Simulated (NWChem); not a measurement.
# One shape, several levels: doublet C2H5N−

Aim: a comparison of 4 runs (UHF/STO-3G, UHF/3-21G, UB3LYP/6-31G*) of doublet C2H5N−. 

Program for the calculation: NWChem 7.3.0.

## (1) Starting point

C2H5N−: 8 atoms, total charge -1, spin state doublet. SMILES of the parent species: `C=NC`. The shape is that of a PBE0-D4/def2-TZVP optimisation. That shape belongs to the parent species and isn't relaxed for this state.

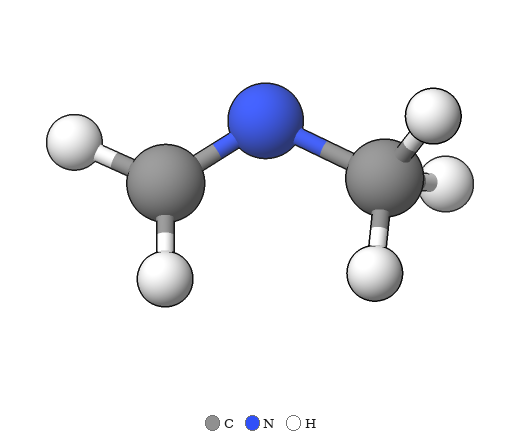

The structure, seen from a chosen angle (carbon grey, nitrogen blue, hydrogen white).

## (2) The energy at UHF/STO-3G (run 1)

sp.nw

```
start sp
title "C2H5N hf"
memory 2200 mb
charge -1

geometry noautosym nocenter noautoz
  C    -0.710300    0.748600   -0.789300
  N     0.446000    0.313400   -0.558400
  C     0.623700   -0.564000    0.568100
  H    -1.585200    0.492200   -0.173900
  H    -0.872600    1.413800   -1.636900
  H    -0.302900   -0.759200    1.127700
  H     1.036200   -1.514100    0.218000
  H     1.365100   -0.130600    1.244700
end

basis spherical bse
  * library STO-3G
end

scf
  nopen 1
  uhf
  thresh 1e-08
  maxiter 80
  print medium
end

task scf energy
```

Started as:

```bash
$ nwchem sp.nw > sp.out
```

Log:

```text
[...]
  functions       =    20
[...]
  wavefunction    = UHF
[...]
         Total SCF energy =   -131.147713696095
      One electron energy =   -329.398691844067
      Two electron energy =    125.737718594278
 Nuclear repulsion energy =     72.513259553693
                       Sz =      0.5000
                 Sz(Sz+1) =      0.7500
                      S^2 =      0.7560
[...]
```

It took 0.98 s on 1 thread of AMD EPYC 9R45 (Zen 5), shared host; peak memory 0.099 GiB.

## (3) The energy at UHF/3-21G (run 2)

m1.nw

```
start m1
title "C2H5N energy"
memory stack 880 mb heap 220 mb global 1100 mb
charge -1

geometry units angstrom noautosym nocenter noautoz
C     -0.710300     0.748600    -0.789300
N      0.446000     0.313400    -0.558400
C      0.623700    -0.564000     0.568100
H     -1.585200     0.492200    -0.173900
H     -0.872600     1.413800    -1.636900
H     -0.302900    -0.759200     1.127700
H      1.036200    -1.514100     0.218000
H      1.365100    -0.130600     1.244700
end

basis spherical bse
C library 3-21G
N library 3-21G
H library 3-21G
end

scf
doublet
uhf
thresh 1e-08
maxiter 80
print medium
end

task scf energy
```

Started as:

```bash
$ nwchem m1.nw > m1.out
```

Log:

```text
[...]
  functions       =    37
[...]
  wavefunction    = UHF
[...]
         Total SCF energy =   -132.179223850651
      One electron energy =   -328.213492178679
      Two electron energy =    123.521008774335
 Nuclear repulsion energy =     72.513259553693
                       Sz =      0.5000
                 Sz(Sz+1) =      0.7500
                      S^2 =      0.7612
[...]
```

Wall time 1.1 s (1 thread of AMD EPYC 9R45 (Zen 5), shared host); peak memory 0.1 GiB.

## (4) A single-point energy at UB3LYP/6-31G(d) (spherical functions) (run 3)

test.nw

```
start test
memory stack 880 mb heap 220 mb global 1100 mb
charge -1

geometry units angstrom noautosym nocenter noautoz
 C       -0.710300       0.748600      -0.789300
 N        0.446000       0.313400      -0.558400
 C        0.623700      -0.564000       0.568100
 H       -1.585200       0.492200      -0.173900
 H       -0.872600       1.413800      -1.636900
 H       -0.302900      -0.759200       1.127700
 H        1.036200      -1.514100       0.218000
 H        1.365100      -0.130600       1.244700
end

basis spherical bse
 C library 6-31G*
 N library 6-31G*
 H library 6-31G*
end

dft
 xc b3lyp
 mult 2
 grid xfine
 convergence energy 1e-08
 maxiter 100
 mulliken
 print medium
end

task dft energy
```

Started as:

```bash
$ nwchem test.nw > test.out
```

Log:

```text
[...]
          Wavefunction type:  spin polarized.
          No. of atoms     :     8
          No. of electrons :    25
[...]
          Charge           :    -1
          Spin multiplicity:     2
[...]
          AO basis - number of functions:    52
[...]
              XC Information
              --------------
                         B3LYP Method XC Potential
                     Hartree-Fock (Exact) Exchange  0.200
                        Slater Exchange Functional  0.800 local
                    Becke 1988 Exchange Functional  0.720 non-local
              Lee-Yang-Parr Correlation Functional  0.810
                  VWN I RPA Correlation Functional  0.190 local
[...]
 d= 0,ls=0.0,diis     1   -133.7308151505 -2.06D+02  1.31D-02  2.03D-01     1.9
[...]
 d= 0,ls=0.0,diis    11   -133.8371986763 -8.91D-09  1.11D-06  8.81D-10    17.4
[...]
         Total DFT energy =     -133.837198676340
      One electron energy =     -329.505955735900
           Coulomb energy =      143.107923949307
    Exchange-Corr. energy =      -19.952426443440
 Nuclear repulsion energy =       72.513259553693
[...]
      Total Density - Mulliken Population Analysis
     ---------------------------------------------
    Atom       Charge   Shell Charges
 -----------   ------   -------------------------------------------------------
    1 C    6     6.36   2.00  0.65  2.09  0.45  1.11  0.05
    2 N    7     7.42   2.00  0.77  2.47  0.79  1.34  0.04
    3 C    6     6.24   2.00  0.68  2.08  0.53  0.90  0.06
    4 H    1     1.06   0.53  0.52
    5 H    1     1.03   0.54  0.49
    6 H    1     0.97   0.54  0.44
    7 H    1     0.96   0.54  0.42
    8 H    1     0.96   0.54  0.42
[...]
      <S2> =      0.7531 (Exact =     0.7500)
[...]
```

It took 18 s on 1 thread of AMD EPYC 9R45 (Zen 5), shared host; peak memory 0.14 GiB.

## (5) A single-point energy at UB3LYP/6-31G(d) (Cartesian functions) (run 4)

a.nw

```
start a
title "C2H5N"
memory total 2200 mb
charge -1

geometry noautosym nocenter noautoz
C    -0.710300    0.748600   -0.789300
N     0.446000    0.313400   -0.558400
C     0.623700   -0.564000    0.568100
H    -1.585200    0.492200   -0.173900
H    -0.872600    1.413800   -1.636900
H    -0.302900   -0.759200    1.127700
H     1.036200   -1.514100    0.218000
H     1.365100   -0.130600    1.244700
end

basis
* library 6-31G*
end

dft
xc b3lyp
mult 2
grid xfine
convergence energy 1e-08
iterations 100
mulliken
end

task dft energy
```

Started as:

```bash
$ nwchem a.nw > a.out
```

Log:

```text
[...]
          Wavefunction type:  spin polarized.
          No. of atoms     :     8
          No. of electrons :    25
[...]
          Charge           :    -1
          Spin multiplicity:     2
[...]
          AO basis - number of functions:    55
[...]
              XC Information
              --------------
                         B3LYP Method XC Potential
                     Hartree-Fock (Exact) Exchange  0.200
                        Slater Exchange Functional  0.800 local
                    Becke 1988 Exchange Functional  0.720 non-local
              Lee-Yang-Parr Correlation Functional  0.810
                  VWN I RPA Correlation Functional  0.190 local
[...]
 d= 0,ls=0.0,diis     1   -133.7318689710 -2.06D+02  1.27D-02  2.20D-01     1.9
[...]
 d= 0,ls=0.0,diis    11   -133.8403695898 -9.27D-09  1.15D-06  9.54D-10    18.2
[...]
         Total DFT energy =     -133.840369589836
      One electron energy =     -329.484336163727
           Coulomb energy =      143.058307201398
    Exchange-Corr. energy =      -19.927600181199
 Nuclear repulsion energy =       72.513259553693
[...]
      Total Density - Mulliken Population Analysis
     ---------------------------------------------
    Atom       Charge   Shell Charges
 -----------   ------   -------------------------------------------------------
    1 C    6     6.34   1.99  0.67  2.09  0.46  1.09  0.03
    2 N    7     7.45   1.99  0.78  2.48  0.89  1.33 -0.01
    3 C    6     6.24   1.99  0.69  2.08  0.53  0.89  0.05
    4 H    1     1.05   0.53  0.52
    5 H    1     1.03   0.54  0.49
    6 H    1     0.97   0.54  0.43
    7 H    1     0.96   0.54  0.42
    8 H    1     0.96   0.54  0.42
[...]
      <S2> =      0.7531 (Exact =     0.7500)
[...]
```

Wall time 19 s (1 thread of AMD EPYC 9R45 (Zen 5), shared host); peak memory 0.14 GiB.

## (6) The series

```csv
run,level,iteration cap,module,energy (Eh),HOMO energy (eV),LUMO energy (eV),⟨S²⟩,wall time
1,UHF/STO-3G,80,scf,-131.147714,5.75,20.38,0.756,0.98 s
2,UHF/3-21G,80,scf,-132.179224,2.22,13.26,0.761,1.1 s
3,UB3LYP/6-31G* (spherical functions),100,dft,-133.837199,5.53,8.47,0.753,18 s
4,UB3LYP/6-31G* (Cartesian functions),100,dft,-133.840370,5.52,8.46,0.753,19 s
```

## (7) Results

| quantity | value |
| --- | --- |
| run 4: total energy | -133.84037 Eh |
| run 4: HOMO energy (highest over α and β) | 5.52 eV |
| run 4: LUMO energy (lowest over α and β) | 8.46 eV |
| run 4: ⟨S²⟩ | 0.753 |

In runs 1, 2, 3, 4 the HOMO lies above zero, so the outermost electron may be held by the basis alone. In run 1 the basis is minimal, so the values are rough. All runs together took 39 s, the longest 19 s.
